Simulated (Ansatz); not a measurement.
Run report: WH3Cl4O, molecular dynamics (part 3 of 3)

WH3Cl4O, multiplicity 2; UKS PBE/def2-SVP (Ansatz 0.2.0). It belongs to a series of runs on one base structure; here: dynamics from the highest image of the converged band.

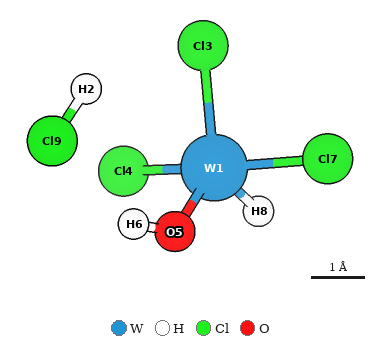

Figure 1. The geometry at step 124 of the log (ball-and-stick view, seen at a tilt; atoms are numbered from 1 in the order of the input).

### Trajectory as extended XYZ, continued
```
9
Properties=species:S:1:pos:R:3:forces:R:3 step=38 time_fs=19.0 energy=-53977.97312 temperature=62.9
W    -0.0695   -0.2969   -0.3833    0.0304  -0.6417  -0.1029
H     0.4004    0.8544    3.0016    0.3385   0.0345  -0.1848
Cl    2.0141   -0.5476    0.5759    0.0781  -0.0370   0.0258
Cl    0.3311    1.9728   -0.5232    0.1372   0.3749  -0.0441
O    -1.6698   -0.2007    0.4867   -0.3105  -0.1481   0.2754
H    -1.7791   -0.0400    1.4606    0.0483   0.0515  -0.0524
Cl   -0.0070   -2.5725   -1.0286    0.0057   0.4083   0.1748
H    -0.2608   -0.1282   -2.0367    0.0434   0.0264  -0.2788
Cl   -0.7955    0.6452    3.4387   -0.3711  -0.0688   0.1871
9
Properties=species:S:1:pos:R:3:forces:R:3 step=48 time_fs=24.0 energy=-53977.97708 temperature=67.2
W    -0.0668   -0.2963   -0.3837   -0.5598  -0.6005  -0.0121
H     0.4284    0.8040    3.0215   -0.1874  -0.0510   0.0030
Cl    2.0164   -0.5456    0.5759    0.0335  -0.0347   0.0200
Cl    0.3282    1.9726   -0.5333    0.1464   0.3625  -0.0417
O    -1.6893   -0.1890    0.4920    0.3024  -0.1988  -0.1047
H    -1.7737   -0.0107    1.4646    0.0450   0.0435  -0.0218
Cl   -0.0105   -2.5757   -1.0268    0.0080   0.4562   0.1993
H    -0.2328   -0.1338   -2.0547    0.0501   0.0024  -0.0429
Cl   -0.7987    0.6389    3.4468    0.1619   0.0203   0.0008
9
Properties=species:S:1:pos:R:3:forces:R:3 step=57 time_fs=28.5 energy=-53977.96730 temperature=56.5
W    -0.0649   -0.2964   -0.3842   -0.8675  -0.5003  -0.1649
H     0.4365    0.7522    3.0326   -0.2853  -0.0512   0.0418
Cl    2.0188   -0.5440    0.5761   -0.0220  -0.0298   0.0212
Cl    0.3264    1.9744   -0.5426    0.1436   0.3151  -0.0312
O    -1.7033   -0.1811    0.4954    0.6797  -0.1917  -0.1964
H    -1.7610    0.0248    1.4682    0.0399  -0.0015  -0.1403
Cl   -0.0136   -2.5759   -1.0241    0.0077   0.4609   0.2128
H    -0.1980   -0.1382   -2.0811    0.0359  -0.0268   0.2999
Cl   -0.8013    0.6333    3.4544    0.2678   0.0253  -0.0428
9
Properties=species:S:1:pos:R:3:forces:R:3 step=67 time_fs=33.5 energy=-53977.96646 temperature=55.6
W    -0.0638   -0.2971   -0.3848   -0.7894  -0.4244   0.3040
H     0.4132    0.6851    3.0438    0.4327   0.0037  -0.1833
Cl    2.0212   -0.5424    0.5764   -0.0718  -0.0234   0.0219
Cl    0.3254    1.9785   -0.5532    0.1306   0.2365  -0.0234
O    -1.7094   -0.1752    0.4954    0.7991  -0.2006  -0.4196
H    -1.7396    0.0679    1.4576   -0.0132  -0.0026   0.0171
Cl   -0.0170   -2.5733   -1.0197    0.0040   0.4186   0.2050
H    -0.1531   -0.1476   -2.0583   -0.0588   0.0140  -0.0955
Cl   -0.8033    0.6271    3.4628   -0.4332  -0.0218   0.1738
9
Properties=species:S:1:pos:R:3:forces:R:3 step=76 time_fs=38.0 energy=-53977.96741 temperature=56.7
W    -0.0637   -0.2983   -0.3851   -0.5093  -0.2986   0.3809
H     0.4427    0.6243    3.0293   -0.5594  -0.0178   0.1704
Cl    2.0230   -0.5411    0.5769   -0.0944  -0.0162   0.0467
Cl    0.3252    1.9836   -0.5629    0.1183   0.1507  -0.0114
O    -1.7048   -0.1725    0.4902    0.6303  -0.0983  -0.1328
H    -1.7228    0.1051    1.4499   -0.0317  -0.0876  -0.1687
Cl   -0.0200   -2.5685   -1.0146    0.0039   0.3370   0.1890
H    -0.1236   -0.1538   -2.0502   -0.1239   0.0333  -0.2620
Cl   -0.8066    0.6215    3.4710    0.5662  -0.0025  -0.2122
9
Properties=species:S:1:pos:R:3:forces:R:3 step=86 time_fs=43.0 energy=-53977.97924 temperature=69.7
W    -0.0642   -0.2999   -0.3850   -0.0213  -0.0680  -0.4006
H     0.3987    0.5532    3.0349    0.4751  -0.0304  -0.1739
Cl    2.0244   -0.5398    0.5777   -0.1225  -0.0111   0.0569
Cl    0.3258    1.9901   -0.5736    0.1021   0.0409   0.0125
O    -1.6910   -0.1712    0.4815    0.2301  -0.1170  -0.1382
H    -1.7131    0.1339    1.4257   -0.0868  -0.0286   0.1178
Cl   -0.0234   -2.5610   -1.0076    0.0048   0.2066   0.1684
H    -0.1178   -0.1547   -2.0834   -0.1261  -0.0064   0.2401
Cl   -0.8080    0.6152    3.4793   -0.4554   0.0141   0.1169
9
Properties=species:S:1:pos:R:3:forces:R:3 step=95 time_fs=47.5 energy=-53977.98598 temperature=77.1
W    -0.0647   -0.3014   -0.3854    0.3973   0.1262  -0.5681
H     0.4092    0.4843    3.0207   -0.1876   0.0163   0.0764
Cl    2.0249   -0.5386    0.5787   -0.0942  -0.0074   0.0786
Cl    0.3269    1.9963   -0.5833    0.0945  -0.0497   0.0251
O    -1.6756   -0.1714    0.4723   -0.2563   0.0380   0.4295
H    -1.7202    0.1506    1.4185   -0.0585  -0.1399  -0.1667
Cl   -0.0263   -2.5530   -1.0004    0.0132   0.0559   0.1304
H    -0.1383   -0.1558   -2.0777   -0.1148  -0.0012   0.1613
Cl   -0.8106    0.6096    3.4869    0.2065  -0.0383  -0.1665
9
Properties=species:S:1:pos:R:3:forces:R:3 step=105 time_fs=52.5 energy=-53977.98140 temperature=72.0
W    -0.0648   -0.3030   -0.3863    0.6708   0.3334  -0.2714
H     0.3925    0.4118    3.0176   -0.1283   0.0256   0.0651
Cl    2.0250   -0.5374    0.5803   -0.0445  -0.0044   0.0732
Cl    0.3288    2.0028   -0.5939    0.0883  -0.1482   0.0303
O    -1.6621   -0.1717    0.4666   -0.6197  -0.0497   0.2911
H    -1.7439    0.1473    1.4004   -0.0665  -0.0157   0.1983
Cl   -0.0296   -2.5439   -0.9916    0.0259  -0.1221   0.0741
H    -0.1867   -0.1563   -2.0463   -0.0780   0.0317  -0.2962
Cl   -0.8125    0.6030    3.4944    0.1520  -0.0506  -0.1644
9
Properties=species:S:1:pos:R:3:forces:R:3 step=114 time_fs=57.0 energy=-53977.97701 temperature=67.2
W    -0.0641   -0.3040   -0.3876    0.4746   0.6052  -0.5647
H     0.3588    0.3490    3.0246    0.4380  -0.0785  -0.1566
Cl    2.0247   -0.5364    0.5822   -0.0081  -0.0034   0.0569
Cl    0.3309    2.0078   -0.6032    0.0877  -0.2257   0.0394
O    -1.6576   -0.1723    0.4659   -0.6839   0.0529   0.7068
H    -1.7762    0.1361    1.4085    0.0308  -0.1222  -0.1807
Cl   -0.0323   -2.5363   -0.9831    0.0413  -0.2766   0.0300
H    -0.2450   -0.1518   -2.0620    0.0410  -0.0035   0.0123
Cl   -0.8136    0.5970    3.5004   -0.4214   0.0518   0.0567
9
Properties=species:S:1:pos:R:3:forces:R:3 step=124 time_fs=62.0 energy=-53977.96818 temperature=57.5
W    -0.0629   -0.3044   -0.3897   -0.0840   0.8787  -0.5700
H     0.3740    0.2724    3.0156   -0.5093   0.1573   0.2259
Cl    2.0244   -0.5352    0.5847    0.0176   0.0005   0.0374
Cl    0.3339    2.0119   -0.6133    0.0874  -0.3046   0.0423
O    -1.6615   -0.1730    0.4730   -0.2886  -0.1332   0.1263
H    -1.8102    0.1062    1.4085    0.0188   0.0318   0.2143
Cl   -0.0351   -2.5297   -0.9736    0.0587  -0.4068  -0.0145
H    -0.2992   -0.1478   -2.0753    0.1686  -0.0352   0.2609
Cl   -0.8161    0.5902    3.5068    0.5309  -0.1886  -0.3227
9
Properties=species:S:1:pos:R:3:forces:R:3 step=133 time_fs=66.5 energy=-53977.96710 temperature=56.3
W    -0.0618   -0.3038   -0.3922   -0.4992   0.9799   0.2016
H     0.3257    0.2242    3.0368    0.4646  -0.1160  -0.1678
Cl    2.0242   -0.5341    0.5871    0.0211   0.0042  -0.0049
Cl    0.3371    2.0138   -0.6222    0.0839  -0.3379   0.0364
O    -1.6691   -0.1749    0.4822    0.0085  -0.0588   0.3046
H    -1.8334    0.0801    1.4325    0.1488  -0.0693  -0.2294
Cl   -0.0372   -2.5261   -0.9651    0.0671  -0.4872  -0.0533
H    -0.3165   -0.1501   -2.0462    0.1534  -0.0003  -0.1769
Cl   -0.8166    0.5834    3.5112   -0.4482   0.0854   0.0897
9
Properties=species:S:1:pos:R:3:forces:R:3 step=143 time_fs=71.5 energy=-53977.96797 temperature=57.2
W    -0.0612   -0.3018   -0.3947   -0.7946   1.0110   0.5233
H     0.3343    0.1570    3.0400   -0.2594   0.1325   0.1324
Cl    2.0240   -0.5329    0.5898   -0.0224   0.0116  -0.0255
Cl    0.3412    2.0138   -0.6318    0.0754  -0.3527   0.0350
O    -1.6769   -0.1784    0.4945    0.4316  -0.1965  -0.3841
H    -1.8329    0.0445    1.4426    0.0820   0.0639   0.2064
Cl   -0.0392   -2.5252   -0.9560    0.0717  -0.5045  -0.0709
H    -0.3011   -0.1532   -2.0486    0.1289   0.0018  -0.2138
Cl   -0.8187    0.5760    3.5162    0.2867  -0.1671  -0.2028
9
Properties=species:S:1:pos:R:3:forces:R:3 step=152 time_fs=76.0 energy=-53977.97484 temperature=64.8
W    -0.0616   -0.2990   -0.3964   -0.7820   0.9486   0.1411
H     0.3184    0.1140    3.0578   -0.1060   0.0873   0.0734
Cl    2.0238   -0.5318    0.5921   -0.1003   0.0191  -0.0310
Cl    0.3454    2.0118   -0.6402    0.0653  -0.3228   0.0429
O    -1.6789   -0.1838    0.5023    0.4576  -0.0740   0.0191
H    -1.8122    0.0206    1.4714    0.1557  -0.0291  -0.2942
Cl   -0.0406   -2.5273   -0.9482    0.0708  -0.4681  -0.0633
H    -0.2609   -0.1562   -2.0870    0.1062  -0.0342   0.2562
Cl   -0.8198    0.5687    3.5198    0.1326  -0.1268  -0.1441
9
Properties=species:S:1:pos:R:3:forces:R:3 step=162 time_fs=81.0 energy=-53977.98635 temperature=77.5
W    -0.0629   -0.2947   -0.3981   -0.3490   0.6870   0.2626
H     0.2960    0.0774    3.0872    0.3501  -0.0978  -0.0909
Cl    2.0228   -0.5304    0.5944   -0.1822   0.0279  -0.0369
Cl    0.3504    2.0074   -0.6493    0.0492  -0.2535   0.0423
O    -1.6746   -0.1912    0.5090    0.3995  -0.1206  -0.4564
H    -1.7611   -0.0050    1.4750    0.0135   0.0841   0.2179
Cl   -0.0416   -2.5326   -0.9399    0.0637  -0.3698  -0.0494
H    -0.1950   -0.1661   -2.0837   -0.0377  -0.0121   0.0821
Cl   -0.8207    0.5599    3.5231   -0.3071   0.0547   0.0287
9
Properties=species:S:1:pos:R:3:forces:R:3 step=171 time_fs=85.5 energy=-53977.98152 temperature=72.3
W    -0.0645   -0.2900   -0.3994    0.1385   0.3688   0.4951
H     0.3229    0.0354    3.1038   -0.4586   0.2638   0.2065
Cl    2.0209   -0.5290    0.5963   -0.2130   0.0316  -0.0077
Cl    0.3551    2.0020   -0.6573    0.0411  -0.1544   0.0352
O    -1.6657   -0.1991    0.5108    0.0988   0.0541   0.2294
H    -1.7093   -0.0158    1.4965    0.0011  -0.0156  -0.3323
Cl   -0.0422   -2.5395   -0.9328    0.0606  -0.2547  -0.0329
H    -0.1423   -0.1774   -2.0657   -0.1738   0.0227  -0.2992
Cl   -0.8226    0.5520    3.5260    0.5052  -0.3161  -0.2941
9
Properties=species:S:1:pos:R:3:forces:R:3 step=181 time_fs=90.5 energy=-53977.98114 temperature=71.9
W    -0.0660   -0.2844   -0.4002    0.5684   0.0290  -0.1900
H     0.2947    0.0279    3.1528    0.5287  -0.1865  -0.1303
Cl    2.0175   -0.5272    0.5983   -0.2389   0.0362  -0.0057
Cl    0.3607    1.9951   -0.6659    0.0338  -0.0353   0.0318
O    -1.6545   -0.2076    0.5137   -0.1499   0.0146  -0.1652
H    -1.6554   -0.0241    1.4859   -0.1297   0.0941   0.2916
Cl   -0.0425   -2.5488   -0.9251    0.0581  -0.0934   0.0003
H    -0.1214   -0.1861   -2.0953   -0.1991   0.0043   0.1106
Cl   -0.8227    0.5419    3.5278   -0.4714   0.1370   0.0569
9
Properties=species:S:1:pos:R:3:forces:R:3 step=190 time_fs=95.0 energy=-53977.98255 temperature=73.4
W    -0.0668   -0.2793   -0.4012    0.6193  -0.2712  -0.5041
H     0.3301    0.0046    3.1858   -0.2369   0.1562   0.0885
Cl    2.0130   -0.5254    0.6001   -0.1843   0.0330   0.0196
Cl    0.3660    1.9886   -0.6735    0.0400   0.0853   0.0190
O    -1.6461   -0.2147    0.5161   -0.2806   0.1907   0.5868
H    -1.6308   -0.0184    1.5034   -0.1389  -0.0355  -0.3229
Cl   -0.0423   -2.5578   -0.9181    0.0653   0.0470   0.0215
H    -0.1426   -0.1926   -2.1077   -0.1641   0.0003   0.2741
Cl   -0.8242    0.5329    3.5293    0.2803  -0.2057  -0.1825
9
Properties=species:S:1:pos:R:3:forces:R:3 step=200 time_fs=100.0 energy=-53977.99164 temperature=83.4
W    -0.0670   -0.2740   -0.4027    0.4042  -0.5970  -0.0164
H     0.3364    0.0042    3.2353   -0.0125   0.0383  -0.0051
Cl    2.0068   -0.5231    0.6022   -0.0811   0.0277   0.0086
Cl    0.3720    1.9820   -0.6817    0.0492   0.2002  -0.0103
O    -1.6406   -0.2204    0.5244   -0.2552   0.1054  -0.0790
H    -1.6350   -0.0123    1.4913   -0.1276   0.0740   0.3421
Cl   -0.0418   -2.5674   -0.9102    0.0752   0.2022   0.0280
H    -0.2024   -0.1991   -2.0745   -0.0962   0.0214  -0.2020
Cl   -0.8247    0.5219    3.5300    0.0441  -0.0723  -0.0658
```

The run was set up as follows.

### Input
```yaml
crystal:
  periodic: [false, false, false]
  atoms:
    - { symbol: W, position_ang: [-0.076137, -0.305467, -0.387215] }
    - { symbol: H, position_ang: [0.321439, 0.996544, 2.805302] }
    - { symbol: Cl, position_ang: [2.009628, -0.557169, 0.577598] }
    - { symbol: Cl, position_ang: [0.348873, 1.993131, -0.486772] }
    - { symbol: O, position_ang: [-1.67346, -0.26081, 0.516905] }
    - { symbol: H, position_ang: [-1.734562, -0.023173, 1.481343] }
    - { symbol: Cl, position_ang: [0.006473, -2.540218, -1.026461] }
    - { symbol: H, position_ang: [-0.243375, -0.097553, -2.057804] }
    - { symbol: Cl, position_ang: [-0.78598, 0.668417, 3.410804] }
magnetization:
  spin_polarized: true
  initial_magnetization: 1
basis:
  gaussian: { orbitals: def2-SVP }
hamiltonian:
  xc: pbe
md:
  timestep: 0.5
  n_steps: 200
  ensemble: nve
  temperature: 100.0
  initial_velocities: maxwell_boltzmann
  seed: 11164
```

Command:
```bash
ansatz run input.yaml --threads 4 --pin off --max-ram 5120MiB --backend cpu --events-out ev --progress --plain --runs-dir out
```

### Summary

- outcome: finished
- mean temperature over the second half: 68 K
- trajectory: 200 steps, 100 fs
- ensemble: nve
- temperature in the input: 100.0 K
- time step: 0.5 fs
- potential energy (last step): −53977.9917 eV
- mean-field energy (last step): −53977.9917 eV
- ⟨S²⟩ (last step): 0.754
- largest force (length of the vector) (last step): 0.721 eV/Å
- hardware: 4 threads of Arm Neoverse V2, 24 GiB of memory available, shared host
- wall time: 12 min (CPU time 47 min)
- peak memory: 0.3 GiB

### Notes

So short a trajectory is not equilibrated.
